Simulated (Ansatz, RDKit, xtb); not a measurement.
# C5H6BNSi: which of the isomers drawn lies lowest?, part 1 of 2

A sample of isomers of C5H6BNSi is drawn. Aim: find which of them has the lowest free energy at 298.15 K, then its properties. The sample is small against all isomers, and the most stable one of this formula need not be in it.

The funnel: GFN2-xTB relaxations, single points with a density functional, relaxations at B3LYP-D3(BJ)/def2-SVP, harmonic vibrations (at GFN2-xTB), and a last energy at a higher level. All values are calculated.

### Step 1. Possible bonding patterns

Isomers were taken from a list of plausible structures; this is a sample, not all of them. That gives 10 candidates.

| label | SMILES | spin |
| --- | --- | --- |
| c013 | N#CC1=C([SiH3])C=CB1 | singlet |
| c132 | N#CC1=C([SiH3])BC=C1 | singlet |
| c296 | N#CC1=CB([SiH3])C=C1 | singlet |
| c331 | N#CC1=CC([SiH3])=CB1 | singlet |
| c344 | N#CC1=CC=C([SiH3])B1 | singlet |
| c519 | N#CC1=CBC=C1[SiH3] | singlet |
| c543 | N#CC1=CC=CB1[SiH3] | singlet |
| c576 | N#CC1=CBC([SiH3])=C1 | singlet |
| c656 | N#CB1C=CC=C1[SiH3] | singlet |
| c883 | N#CB1C=CC([SiH3])=C1 | singlet |

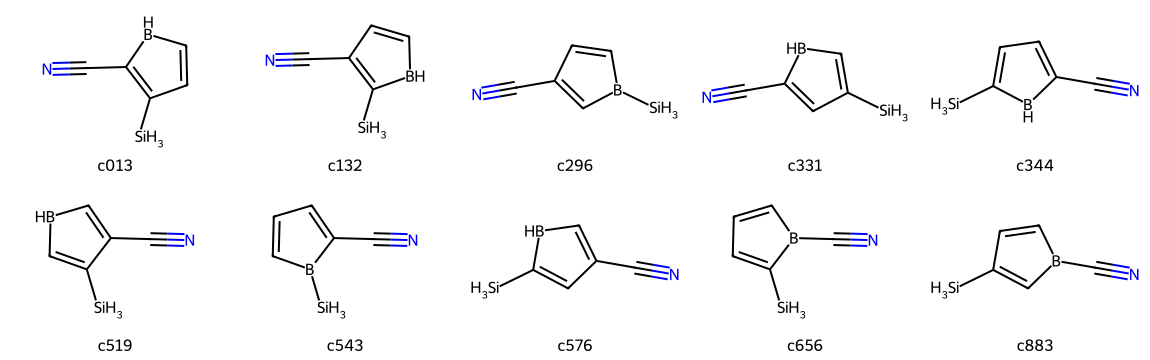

Structural formulas of the candidates.

Candidates are built by distance geometry, with a force field where one applies, in up to four conformers (letters a to d).

### Step 2. Cheap relaxation of all starts

All 11 starts are relaxed the same way. One of them, c576a (taken from a list of positional isomers, embedded by distance geometry and UFF), in full:

The input, start.xyz:

```xyz
14
c576a
C     -2.818020     1.833451     1.925256
C     -1.509090     1.625567     1.330639
C     -0.407456     1.283476     2.031178
C      0.061609     1.478605    -0.368560
C     -1.223731     1.722232    -0.104804
B      0.759374     1.179129     1.008481
N     -3.803189     1.979706     2.385264
Si     0.839351     1.552476    -1.987399
H     -0.375516     1.163825     3.131744
H      1.876750     0.907713     1.205731
H      1.299127     2.933667    -2.227974
H     -0.097140     1.172868    -3.045134
H      1.995700     0.628107    -2.060992
H     -1.980359     1.999980    -0.858084
```

Run with:

```bash
$ xtb start.xyz --gfn 2 --opt
```

Log, cut to the lines that bear on the results:

```text
* xtb version 6.7.1
[...]
          :  # basis functions                  44          :
[...]
          :  # electrons                        38          :
[...]
          :  Hamiltonian                  GFN2-xTB          :
[...]
          :  net charge                          0          :
          :  unpaired electrons                  0          :
[...]
   *** convergence criteria satisfied after 14 iterations ***
[...]
   *** GEOMETRY OPTIMIZATION CONVERGED AFTER 24 ITERATIONS ***
[...]
   *** convergence criteria satisfied after 3 iterations ***
[...]
         ::                     SUMMARY                     ::
         :::::::::::::::::::::::::::::::::::::::::::::::::::::
         :: total energy             -19.526246277476 Eh    ::
         :: gradient norm              0.000923148593 Eh/a0 ::
         :: HOMO-LUMO gap              1.506863584171 eV    ::
         ::.................................................::
         :: SCC energy               -19.877254013247 Eh    ::
         :: -> isotropic ES            0.036349541910 Eh    ::
         :: -> anisotropic ES          0.006331890473 Eh    ::
         :: -> anisotropic XC          0.024213572060 Eh    ::
         :: -> dispersion             -0.011221813800 Eh    ::
         :: repulsion energy           0.351007735771 Eh    ::
         :: add. restraining           0.000000000000 Eh    ::
         :: total charge               0.000000000000 e     ::
         :::::::::::::::::::::::::::::::::::::::::::::::::::::
[...]
        19        2.0000           -0.3965885             -10.7917 (HOMO)
        20                         -0.3412122              -9.2849 (LUMO)
[...]
     #   Z          covCN         q      C6AA      α(0)
     1   6          1.900     0.115    28.281     8.589
     2   6          3.010     0.027    27.371     8.582
     3   6          2.851    -0.103    30.599     9.066
     4   6          2.793    -0.183    32.765     9.377
     5   6          2.978    -0.022    28.542     8.763
     6   5          2.823     0.262    17.396     6.967
     7   7          0.911    -0.228    25.985     7.373
     8  14          3.649     0.440    99.012    19.078
     9   1          0.926     0.039     2.467     2.456
    10   1          0.941    -0.080     4.898     3.460
    11   1          0.918    -0.097     5.468     3.657
    12   1          0.918    -0.103     5.671     3.725
    13   1          0.918    -0.098     5.485     3.663
    14   1          0.926     0.030     2.584     2.514
[...]
molecular dipole:
                 x           y           z       tot (Debye)
 q only:        1.173      -0.100      -0.576
   full:        1.231      -0.113      -0.514       3.402
molecular quadrupole (traceless):
[...]
          | TOTAL ENERGY              -19.526246277476 Eh   |
          | GRADIENT NORM               0.000923148593 Eh/α |
          | HOMO-LUMO GAP               1.506863584171 eV   |
           -------------------------------------------------
[...]
```

It took 0.14 s on 2 threads of Arm Neoverse V2, shared host.

### Step 3. What the search left

11 of the 11 relaxations converged; the search merged 1 into others by its test of bonds and energy. 10 distinct structures remain:

| label | start | SMILES after | spin | energy (kcal/mol) |
| --- | --- | --- | --- | --- |
| c013a | drawn | N#CC1=C([SiH3])C=CB1 | singlet | 0.0 |
| c331a | drawn | N#CC1=CC([SiH3])=CB1 | singlet | 1.0 |
| c344a | drawn | N#CC1=CC=C([SiH3])B1 | singlet | 1.2 |
| c519a | drawn | N#CC1=CBC=C1[SiH3] | singlet | 2.5 |
| c132a | drawn | N#CC1=C([SiH3])BC=C1 | singlet | 2.6 |
| c576a | drawn | N#CC1=CBC([SiH3])=C1 | singlet | 3.4 |
| c543a | drawn | N#CC1=CC=CB1[SiH3] | singlet | 9.7 |
| c656a | drawn | N#CB1C=CC=C1[SiH3] | singlet | 10.5 |
| c883a | drawn | N#CB1C=CC([SiH3])=C1 | singlet | 10.6 |
| c296a | drawn | N#CC1=CB([SiH3])C=C1 | singlet | 11.8 |

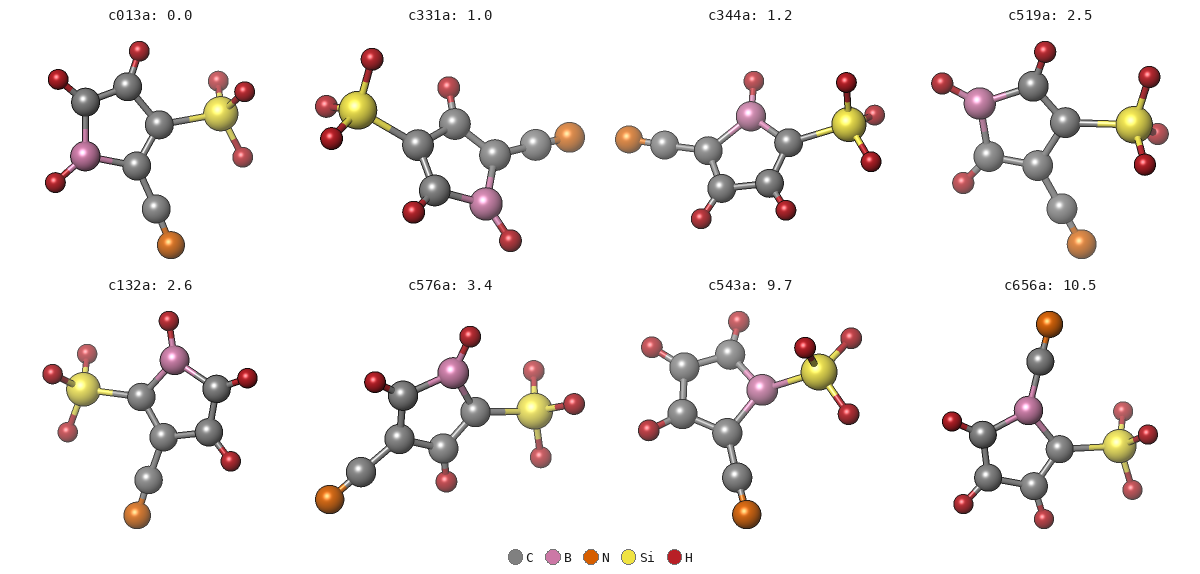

The 8 lowest minima that did not fall apart, with their GFN2-xTB energies in kcal/mol.

### Step 4. Screening with a density functional

A choice of the minima (the low ones first, few conformers of a pattern, up to a cap) and the lowest that fell apart get a single point at r2SCAN-D4/def2-SVP on the tight-binding geometry, and one at HF/STO-3G for comparison. Some singlets are also tried as triplets at the same geometry (label ending in t). The first, c013a:

The input, input.yaml:

```yaml
crystal:
  periodic: [false, false, false]
  atoms:
    - symbol: C
      position_ang: [-1.855173, 1.318243, 1.843907]
    - symbol: C
      position_ang: [-1.312539, 1.241704, 0.560431]
    - symbol: C
      position_ang: [-0.077422, 1.692628, 0.218527]
    - symbol: C
      position_ang: [0.149768, 1.447234, -1.230904]
    - symbol: C
      position_ang: [-0.894335, 0.852836, -1.821673]
    - symbol: B
      position_ang: [-1.992286, 0.615854, -0.730446]
    - symbol: "N"
      position_ang: [-2.343048, 1.362596, 2.885343]
    - symbol: Si
      position_ang: [1.215155, 2.514005, 1.314929]
    - symbol: H
      position_ang: [2.437462, 1.708991, 1.205379]
    - symbol: H
      position_ang: [0.732234, 2.575632, 2.689090]
    - symbol: H
      position_ang: [1.452946, 3.851724, 0.760173]
    - symbol: H
      position_ang: [1.078869, 1.739737, -1.695020]
    - symbol: H
      position_ang: [-0.904290, 0.598820, -2.869125]
    - symbol: H
      position_ang: [-3.027300, 0.090831, -0.815598]
basis:
  gaussian:
    orbitals: def2-SVP
magnetization:
  spin_polarized: false
hamiltonian:
  xc: r2scan
  dispersion: d4
scf:
  lower_state_search: "off"
output:
  orbitals: {seedname: orbitals}
```

Run with:

```bash
$ ansatz run input.yaml --threads 2 --pin off --max-ram 5220MiB --events-out events.jsonl --progress --plain --runs-dir runs
```

Log, cut to the lines that bear on the results:

```text
Warning: RAYON_NUM_THREADS=2 ignored (pool sized by the plan → 2); use --threads N
Functional definition: r2SCAN
  name "r2SCAN"
[...]
1660 factors; their error is unknown
[...]
mean field -15310.80641685 eV, -562.6617577819 hartree, gradient 1.5e-6 eV, S^2 0.000000; 0 other end points of the search recorded, 0 dependent functions left out
reference -15310.80642839 eV, -562.6617582059 hartree; 31, 31 occupied and 115, 115 virtual orbitals, 1660 factors
Total energy: -15310.91462834 eV, -562.6657344807 hartree
Checks for a lower state left out: stability, starts, cluster_reference, orbital_swaps, neighbouring_geometries, increment
```

It took 3.6 s on 2 threads of Arm Neoverse V2, shared host; peak memory 0.19 GiB.

Relative energies in kcal/mol, each column from its lowest structure that stays in one piece:

| label | SMILES | spin | GFN2-xTB | HF/STO-3G | r2SCAN-D4/def2-SVP |
| --- | --- | --- | --- | --- | --- |
| c656a | N#CB1C=CC=C1[SiH3] | singlet | 10.5 | 0.2 | 0.0 |
| c883a | N#CB1C=CC([SiH3])=C1 | singlet | 10.6 | 0.0 | 2.1 |
| c344a | N#CC1=CC=C([SiH3])B1 | singlet | 1.2 | 11.7 | 10.8 |
| c013a | N#CC1=C([SiH3])C=CB1 | singlet | 0.0 | 11.2 | 12.3 |
| c331a | N#CC1=CC([SiH3])=CB1 | singlet | 1.0 | 11.6 | 12.9 |
| c576a | N#CC1=CBC([SiH3])=C1 | singlet | 3.4 | 13.6 | 13.3 |
| c132a | N#CC1=C([SiH3])BC=C1 | singlet | 2.6 | 13.8 | 13.4 |
| c519a | N#CC1=CBC=C1[SiH3] | singlet | 2.5 | 13.7 | 14.8 |
| c543a | N#CC1=CC=CB1[SiH3] | singlet | 9.7 | 21.9 | 15.4 |
| c296a | N#CC1=CB([SiH3])C=C1 | singlet | 11.8 | 24.4 | 18.2 |
| c656at | N#CB1C=CC=C1[SiH3] | triplet | – | – | 25.1 |
| c883at | N#CB1C=CC([SiH3])=C1 | triplet | – | – | 27.4 |
| c344at | N#CC1=CC=C([SiH3])B1 | triplet | – | – | 34.8 |

### Step 5. Refinement at B3LYP-D3(BJ)/def2-SVP

6 candidates are relaxed at B3LYP-D3(BJ)/def2-SVP (chosen among the lowest in one piece). The first, c656a:

The input, input.yaml:

```yaml
crystal:
  periodic: [false, false, false]
  atoms:
    - {symbol: C, position_ang: [-1.518197, -0.401312, 2.966701]}
    - {symbol: C, position_ang: [-1.870277, 0.060538, 0.253161]}
    - {symbol: C, position_ang: [-1.059133, -0.132928, -0.794827]}
    - {symbol: C, position_ang: [0.228537, -0.738956, -0.379817]}
    - {symbol: C, position_ang: [0.297613, -0.955226, 0.944790]}
    - {symbol: B, position_ang: [-1.087912, -0.434021, 1.521785]}
    - {symbol: "N", position_ang: [-1.833868, -0.371020, 4.072288]}
    - {symbol: Si, position_ang: [1.752575, -1.707388, 1.855532]}
    - {symbol: H, position_ang: [-2.855770, 0.487873, 0.171984]}
    - {symbol: H, position_ang: [-1.269579, 0.101137, -1.827011]}
    - {symbol: H, position_ang: [1.000363, -0.963838, -1.099674]}
    - {symbol: H, position_ang: [1.329784, -2.980658, 2.446987]}
    - {symbol: H, position_ang: [2.182319, -0.782527, 2.907911]}
    - {symbol: H, position_ang: [2.841067, -1.930970, 0.899667]}
basis:
  gaussian:
    orbitals: def2-SVP
hamiltonian:
  xc: {name: B3LYP}
  dispersion: d3bj
scf:
  lower_state_search: "off"
relax:
  f_tol: 0.006
```

Run with:

```bash
$ ansatz run input.yaml --threads 2 --pin off --max-ram 5220MiB --events-out events.jsonl --progress --plain --runs-dir runs
```

Log, cut to the lines that bear on the results:

```text
Warning: RAYON_NUM_THREADS=2 ignored (pool sized by the plan → 2); use --threads N
[...]
Functional definition: B3LYP
  name "B3LYP"
[...]
1661 factors; integrals over basis functions are off by at most 4.0e-4 eV
[...]
mean field -15317.39926921 eV, -562.9040406373 hartree, gradient 3.9e-6 eV, S^2 0.000000; 0 other end points of the search recorded, 0 dependent functions left out
[...]
reference -15317.39955977 eV, -562.9040513151 hartree; 31, 31 occupied and 115, 115 virtual orbitals, 1661 factors
relax step   1: F+E_penalty+E_count = -15318.10472575 eV  Δ(F+E_penalty+E_count) = +0.000e0 eV  max|allowed force component| = 1.589e0 eV/Å  Δτ_max = 0.0000 Å  (19 SCF iters, accepted)
[...]
relax step   3: F+E_penalty+E_count = -15318.20290015 eV  Δ(F+E_penalty+E_count) = -6.180e-3 eV  max|allowed force component| = 1.175e-1 eV/Å  Δτ_max = 0.0154 Å  (23 SCF iters, accepted)
[...]
Atom 5 at    -1.085884    -0.427305     1.492960 Å, force     0.000946     0.000913     0.000028 eV/Å
Atom 6 at    -1.884182    -0.446248     4.070978 Å, force     0.000640     0.001816    -0.001003 eV/Å
Atom 7 at     1.761350    -1.699883     1.860650 Å, force     0.000690     0.000432     0.001121 eV/Å
Atom 8 at    -2.890731     0.529829     0.178789 Å, force     0.000423    -0.000470     0.000335 eV/Å
Atom 9 at    -1.292235     0.123705    -1.852796 Å, force     0.000837    -0.000387     0.001073 eV/Å
Atom 10 at     1.016384    -0.969382    -1.114254 Å, force    -0.001448     0.000677     0.000053 eV/Å
Atom 11 at     1.348722    -2.945817     2.571394 Å, force     0.001021     0.001122    -0.000958 eV/Å
Atom 12 at     2.291734    -0.745385     2.878218 Å, force    -0.001110    -0.001107    -0.001259 eV/Å
Atom 13 at     2.841069    -2.025784     0.882702 Å, force    -0.002494    -0.000150     0.001489 eV/Å
Dipole moment:     0.112907     0.069007    -0.841781 e Å
Checks for a lower state left out: stability, starts, cluster_reference, orbital_swaps, neighbouring_geometries, increment
```

It took 43 s on 2 threads of Arm Neoverse V2, shared host; peak memory 0.38 GiB.

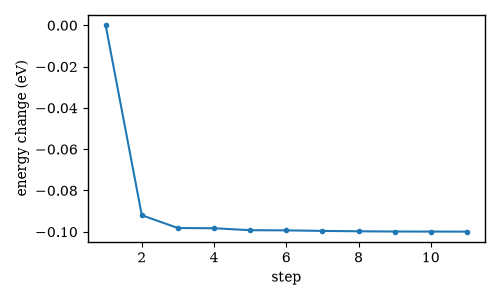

Energy along the run, all evaluated steps.

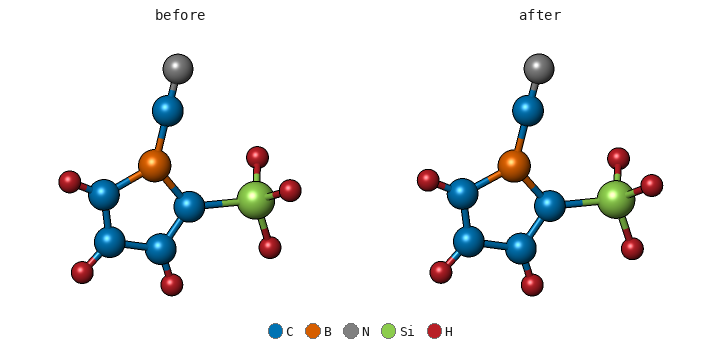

Before and after, at one scale.

After the run. Bond lengths: C2–C3 1.349 Å, C3–C4 1.513 Å, C4–C5 1.356 Å, C1–B6 1.536 Å, C2–B6 1.574 Å, C5–B6 1.589 Å, C1–N7 1.163 Å, C5–Si8 1.865 Å, C2–H9 1.090 Å, C3–H10 1.095 Å, C4–H11 1.096 Å, Si8–H12 1.493 Å, Si8–H13 1.493 Å, Si8–H14 1.493 Å. Some angles: C2–C3–C4 111.7°, C3–C2–B6 104.8°, C3–C4–C5 113.1°, C4–C5–B6 103.3°, C4–C5–Si8 126.0°, B6–C5–Si8 130.7°, C1–B6–C2 127.1°, C1–B6–C5 125.9°, C2–B6–C5 107.0°, B6–C1–N7 179.3°.

### Step 6. The relaxed candidates

| label | spin | r2SCAN-D4/def2-SVP (kcal/mol) | B3LYP-D3(BJ)/def2-SVP, relaxed (kcal/mol) | time |
| --- | --- | --- | --- | --- |
| c656a | singlet | 0.0 | 0.0 | 43 s |
| c883a | singlet | 2.1 | 2.0 | 35 s |
| c344a | singlet | 10.8 | 11.1 | 35 s |
| c013a | singlet | 12.3 | 12.4 | 43 s |
| c331a | singlet | 12.9 | 12.9 | 43 s |
| c576a | singlet | 13.3 | 13.4 | 49 s |

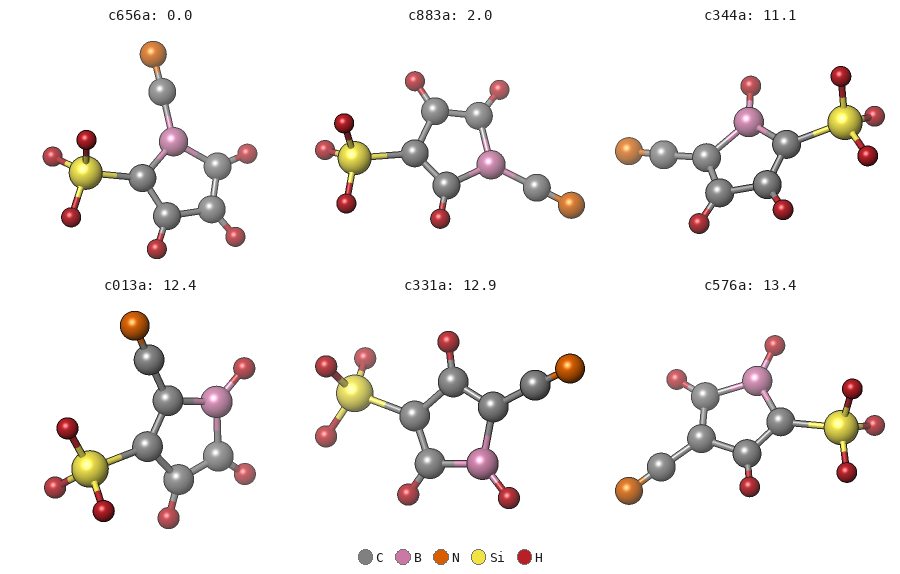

The relaxed structures, with energies at B3LYP-D3(BJ)/def2-SVP in kcal/mol.

### Step 7. Harmonic analysis of the finalists

The lowest few go on as finalists. In this search the thermal terms come from GFN2-xTB at its own nearest minimum. The first, c656a:

The input, start.xyz:

```xyz
14
c656a
C     -1.546889    -0.433816     2.957983
C     -1.894301     0.092571     0.246589
C     -1.076327    -0.113404    -0.806238
C      0.235654    -0.735351    -0.381664
C      0.313159    -0.953027     0.954167
B     -1.085884    -0.427305     1.492960
N     -1.884182    -0.446248     4.070978
Si     1.761350    -1.699883     1.860650
H     -2.890731     0.529829     0.178789
H     -1.292235     0.123705    -1.852796
H      1.016384    -0.969382    -1.114254
H      1.348722    -2.945817     2.571394
H      2.291734    -0.745385     2.878218
H      2.841069    -2.025784     0.882702
```

Run with:

```bash
$ xtb start.xyz --gfn 2 --ohess tight
```

Log, cut to the lines that bear on the results:

```text
* xtb version 6.7.1
[...]
          :  # basis functions                  44          :
[...]
          :  # electrons                        38          :
[...]
          :  Hamiltonian                  GFN2-xTB          :
[...]
          :  net charge                          0          :
          :  unpaired electrons                  0          :
[...]
   *** convergence criteria satisfied after 14 iterations ***
[...]
   *** GEOMETRY OPTIMIZATION CONVERGED AFTER 7 ITERATIONS ***
[...]
   *** convergence criteria satisfied after 3 iterations ***
[...]
         ::                     SUMMARY                     ::
         :::::::::::::::::::::::::::::::::::::::::::::::::::::
         :: total energy             -19.515008077966 Eh    ::
         :: gradient norm              0.000152202848 Eh/a0 ::
         :: HOMO-LUMO gap              1.346109748354 eV    ::
         ::.................................................::
         :: SCC energy               -19.863396183579 Eh    ::
         :: -> isotropic ES            0.035215568354 Eh    ::
         :: -> anisotropic ES          0.005769543532 Eh    ::
         :: -> anisotropic XC          0.025775782949 Eh    ::
         :: -> dispersion             -0.011190861888 Eh    ::
         :: repulsion energy           0.348388105613 Eh    ::
         :: add. restraining           0.000000000000 Eh    ::
         :: total charge               0.000000000000 e     ::
         :::::::::::::::::::::::::::::::::::::::::::::::::::::
[...]
        19        2.0000           -0.3891038             -10.5881 (HOMO)
        20                         -0.3396352              -9.2419 (LUMO)
[...]
molecular dipole:
                 x           y           z       tot (Debye)
 q only:        0.396      -0.070      -0.715
   full:        0.390       0.027      -1.393       3.678
molecular quadrupole (traceless):
[...]
          | TOTAL ENERGY              -19.515008077958 Eh   |
          | TOTAL ENTHALPY            -19.415899683104 Eh   |
          | TOTAL FREE ENERGY         -19.460894942275 Eh   |
          | GRADIENT NORM               0.000152158853 Eh/α |
[...]
```

It took 0.28 s on 2 threads of Arm Neoverse V2, shared host.

### Step 8. Thermal terms of the finalists

As xtb prints them, at 298.15 K, with its own treatment of low modes:

| label | SMILES | spin | lowest mode (cm⁻¹) | zero-point (kcal/mol) | G − E (kcal/mol) |
| --- | --- | --- | --- | --- | --- |
| c656a | N#CB1C=CC=C1[SiH3] | singlet | 41 | 55.7 | 34.0 |
| c883a | N#CB1C=CC([SiH3])=C1 | singlet | 34 | 55.8 | 34.1 |
| c344a | N#CC1=CC=C([SiH3])B1 | singlet | 52 | 54.7 | 33.1 |
| c013a | N#CC1=C([SiH3])C=CB1 | singlet | 56 | 54.8 | 33.1 |
| c331a | N#CC1=CC([SiH3])=CB1 | singlet | 61 | 54.8 | 33.0 |
| c576a | N#CC1=CBC([SiH3])=C1 | singlet | 64 | 54.7 | 32.9 |

### Step 9. Last filter: a higher level

Single points at CCSD(T)/def2-SVP + MP2/def2-TZVPP - MP2/def2-SVP on the refined geometries decide the order.

c656a, CCSD(T)/def2-SVP:

The input, input.yaml:

```yaml
crystal:
  periodic: [false, false, false]
  atoms:
    - symbol: C
      position_ang: [-1.546889, -0.433816, 2.957983]
    - symbol: C
      position_ang: [-1.894301, 0.092571, 0.246589]
    - symbol: C
      position_ang: [-1.076327, -0.113404, -0.806238]
    - symbol: C
      position_ang: [0.235654, -0.735351, -0.381664]
    - symbol: C
      position_ang: [0.313159, -0.953027, 0.954167]
    - symbol: B
      position_ang: [-1.085884, -0.427305, 1.492960]
    - symbol: "N"
      position_ang: [-1.884182, -0.446248, 4.070978]
    - symbol: Si
      position_ang: [1.761350, -1.699883, 1.860650]
    - symbol: H
      position_ang: [-2.890731, 0.529829, 0.178789]
    - symbol: H
      position_ang: [-1.292235, 0.123705, -1.852796]
    - symbol: H
      position_ang: [1.016384, -0.969382, -1.114254]
    - symbol: H
      position_ang: [1.348722, -2.945817, 2.571394]
    - symbol: H
      position_ang: [2.291734, -0.745385, 2.878218]
    - symbol: H
      position_ang: [2.841069, -2.025784, 0.882702]
basis:
  gaussian:
    orbitals: def2-SVP
correlation:
  method: ccsd_t
  frozen_orbitals: {C: 1, Si: 5, "N": 1, B: 1, H: 0}
```

Run with:

```bash
$ ansatz run input.yaml --threads 2 --pin off --max-ram 5220MiB --events-out events.jsonl --progress --plain --runs-dir runs
```

Log, cut to the lines that bear on the results:

```text
Warning: RAYON_NUM_THREADS=2 ignored (pool sized by the plan → 2); use --threads N
Functional definition: HF
  name "HF"
[...]
1490 factors; integrals over basis functions are off by at most 1.4e-3 eV
[...]
mean field -15253.73900647 eV, -560.5645691321 hartree, gradient 1.0e-5 eV, S^2 0.000000; 0 other end points of the search recorded, 0 dependent functions left out; unrestricted orbitals would lower it
12 core orbitals not correlated: weight in the atoms' cores, before any rotation towards them, 1.000 or more for the frozen orbitals, at most 0.000 for the correlated occupied ones
reference -15253.73900647 eV, -560.5645691321 hartree; 19, 19 occupied and 115, 115 virtual orbitals, 1490 factors
second order -26.11376113 eV of doubles, -0.00000000 eV of singles
cycle   1  -26.59823518 eV  change   -4.8e-1 eV  update   1.4e-1
[...]
cycle  12  -27.70864144 eV  change   -1.5e-5 eV  update   1.4e-5
perturbative correction -1.21315562 eV, -0.0445826466 hartree
Total energy: -15282.66080353 eV, -561.6274255701 hartree
```

Run time: 46 s. Hardware: 2 threads of Arm Neoverse V2, shared host; peak memory 1.2 GiB.

(Continued in part 2 of 2.)
